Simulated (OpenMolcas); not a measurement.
# Predicting a hybrid from its neighbours: SiF4 (silicon tetrafluoride)

SiF4: 5 atoms, total charge 0, spin state singlet. SMILES: `F[Si](F)(F)F`. The coordinates come from a PBE0-D4/def2-TZVP relaxation.

The electronic atomisation energy y, in eV, basis 6-311+G(d,p); a is the functional's share of exact exchange. Programs: OpenMolcas 26.06.

| functional | program | a | y (eV) |
| --- | --- | --- | --- |
| BLYP | OpenMolcas | 0 | 22.78 |
| TPSS | OpenMolcas | 0 | 22.88 |
| B3LYP | OpenMolcas | 0.2 | ? |
| PBE0 | OpenMolcas | 0.25 | 22.57 |
| BHLYP | OpenMolcas | 0.5 | 21.65 |

Q: Fit y = c + s·a to the known rows and predict B3LYP.

A: 
1. Means of the 4 rows: a = 0.1875, y = 22.470.
2. Σ(Δa)² = 0.17188, Σ(Δa·Δy) = -0.385, so the slope is -0.385/0.17188 = -2.2399.
3. Intercept: 22.470 − (-2.2399) × 0.1875 = 22.890. The largest residual of the fit is 0.24.
4. B3LYP: 22.890 + (-2.2399) × 0.2 = 22.44 eV.

The run gave 22.60 eV, so the prediction is off by -0.16 eV, within the scatter of the fit.

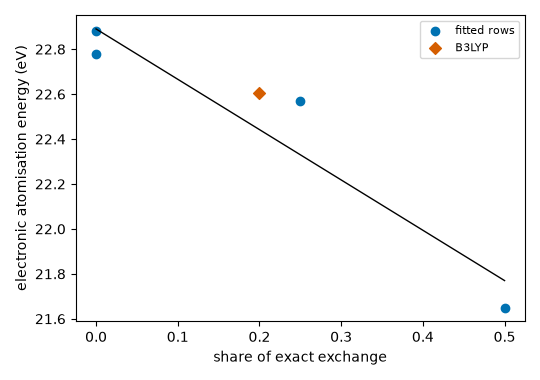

The fitted line, with the withheld row.
